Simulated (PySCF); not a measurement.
# Run report: C₄H₈O₃Si, excited-state calculation

C₄H₈O₃Si, computed with TDDFT revPBE/def2-SVPD, vertical, gas phase, core orbitals frozen in the response (PySCF 2.14.0).

The geometry comes from this level: GFN2-xTB. It belongs to a series of runs on one base structure; here: revPBE/def2-SVPD; 6 states.

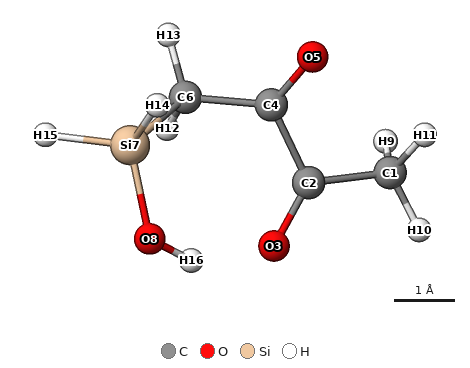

**Figure 1.** The structure as given in the input (ball-and-stick view, seen at a tilt; atoms are numbered from 1 in the order of the input).

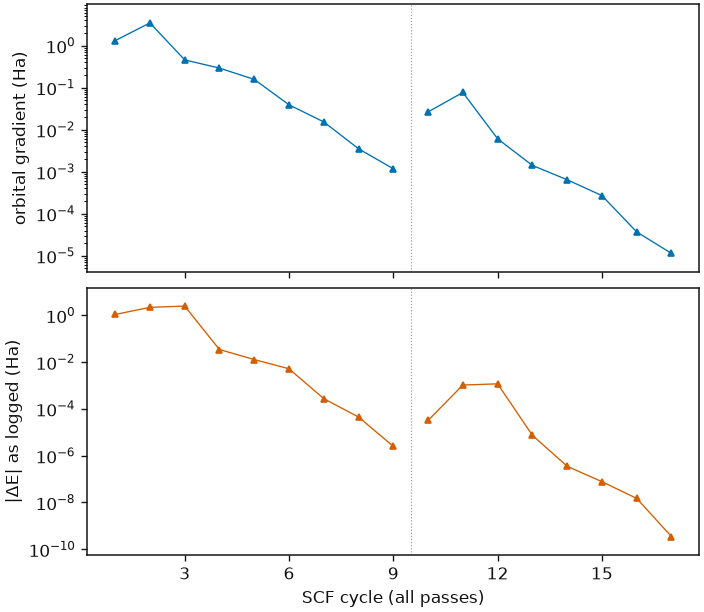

**Figure 2.** Convergence of the self-consistent field: orbital gradient and size of the energy change against the SCF cycle. The dotted line marks the change from a coarse to the final integration grid. The first 9 cycles use a coarse grid, the final grid takes over at cycle 10, and the field converges after 17 cycles in all.

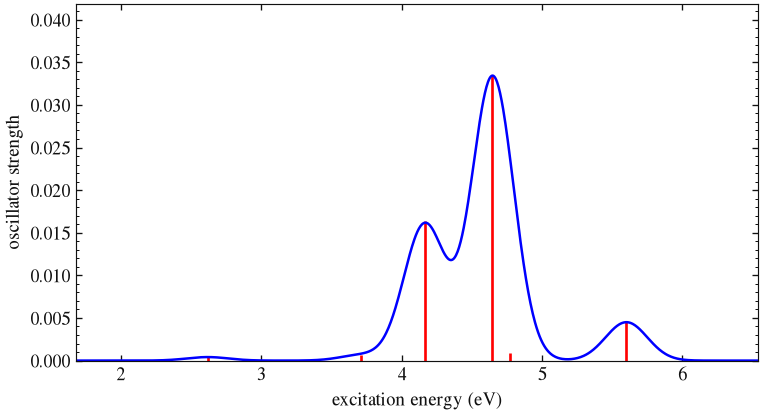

**Figure 3.** Computed excitations as sticks (degenerate states added up, dark ones marked on the axis), with a Gaussian envelope of 0.35 eV full width at half maximum, scaled to the tallest. Of the 6 states the lowest lies at 2.62 eV (f = 0.000); the strongest line is at 4.65 eV, or 267 nm (f = 0.033).

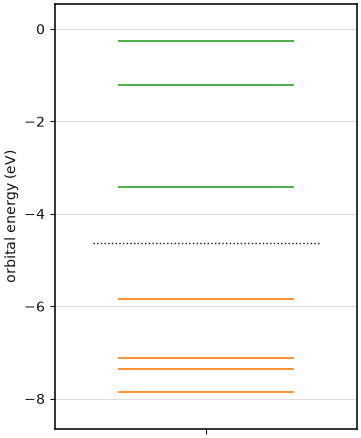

**Figure 4.** Orbital energies near the frontier; the dotted line parts filled from empty levels, and levels within 0.02 eV of each other stand side by side. Highest filled −5.84 eV, lowest empty −3.43 eV, 2.41 eV apart.

The input and output of the run follow.

## Input file
```
{"job": {"kind": "uv", "xc": "revPBE", "basis": "def2-SVPD", "nstates": 6, "ntriplets": 0, "tda": false}, "charge": 0, "multiplicity": 1}
C     -1.842214     1.452192     1.122432
C     -0.778401     0.929544     0.215399
O     -0.342290     1.529331    -0.744816
C     -0.250195    -0.451946     0.612683
O     -0.074650    -0.710062     1.786076
C      0.063298    -1.340546    -0.509680
Si     1.902524    -1.007137    -1.048935
O      2.029220     0.498881    -1.594741
H     -2.754581     0.876416     0.967588
H     -2.037812     2.504362     0.934670
H     -1.526167     1.286753     2.151408
H     -0.577895    -1.148223    -1.366007
H     -0.013408    -2.379556    -0.204253
H      2.755467    -1.216173     0.114991
H      2.150694    -1.930123    -2.151553
H      1.288812     1.115231    -1.474763
```

The first line tells a small driver script what to run in PySCF; the rest is the geometry in Å.

Command:
```bash
OMP_NUM_THREADS=1 python <driver script> task.json out
```

## Log
```
coarse grid: 14192 points
cycle   1  E = -671.4370191613  dE =  1.087e+00  |g| = 1.311e+00  |ddm| = 6.008e+00
cycle   2  E = -669.2414804374  dE =  2.196e+00  |g| = 3.467e+00  |ddm| = 7.529e+00
cycle   3  E = -671.7253807774  dE = -2.484e+00  |g| = 4.574e-01  |ddm| = 6.595e+00
cycle   4  E = -671.7598303448  dE = -3.445e-02  |g| = 2.915e-01  |ddm| = 1.004e+00
cycle   5  E = -671.7726863120  dE = -1.286e-02  |g| = 1.573e-01  |ddm| = 5.266e-01
cycle   6  E = -671.7778733207  dE = -5.187e-03  |g| = 3.910e-02  |ddm| = 2.521e-01
cycle   7  E = -671.7781464798  dE = -2.732e-04  |g| = 1.530e-02  |ddm| = 5.886e-02
cycle   8  E = -671.7781912282  dE = -4.475e-05  |g| = 3.521e-03  |ddm| = 2.082e-02
cycle   9  E = -671.7781937371  dE = -2.509e-06  |g| = 1.178e-03  |ddm| = 6.613e-03
final grid: 133360 points
cycle  10  E = -671.9173815505  dE =  3.209e-05  |g| = 2.650e-02  |ddm| = 2.113e-01
cycle  11  E = -671.9163353921  dE =  1.046e-03  |g| = 7.678e-02  |ddm| = 1.195e-01
cycle  12  E = -671.9175120681  dE = -1.177e-03  |g| = 6.071e-03  |ddm| = 9.363e-02
cycle  13  E = -671.9175194840  dE = -7.416e-06  |g| = 1.414e-03  |ddm| = 7.987e-03
cycle  14  E = -671.9175198357  dE = -3.517e-07  |g| = 6.448e-04  |ddm| = 2.650e-03
cycle  15  E = -671.9175199130  dE = -7.730e-08  |g| = 2.708e-04  |ddm| = 1.225e-03
cycle  16  E = -671.9175199279  dE = -1.493e-08  |g| = 3.706e-05  |ddm| = 3.401e-04
cycle  17  E = -671.9175199282  dE = -3.486e-10  |g| = 1.145e-05  |ddm| = 9.079e-05
converged SCF energy = -671.9175199282

Static polarisability (au): isotropic 86.514, principal 69.166 83.133 107.242

Singlet excitations
state   eV       nm        f      main configurations
  1   2.6174    473.7   0.00042   H->L 1.00
  2   3.7134    333.9   0.00067   H-1->L 1.00
  3   4.1637    297.8   0.01633   H-2->L 0.94
  4   4.6463    266.8   0.03344   H-3->L 0.87
  5   4.7731    259.8   0.00089   H->L+1 0.92
  6   5.6013    221.3   0.00460   H->L+2 0.71, H-4->L 0.27
```

## Summary

| quantity | value |
| --- | --- |
| outcome | converged |
| total energy | −671.917520 hartree |
| HOMO | −5.84 eV |
| LUMO | −3.43 eV |
| dipole moment | 2.74 D |
| mean polarisability | 86.51 a.u. |
| lowest excitation | 2.62 eV |
| hardware | 1 CPU thread, shared host |
| wall time | 83 s |
| peak memory | 0.75 GiB |

Settings chosen away from the usual ones: revPBE/def2-SVPD; 6 states.
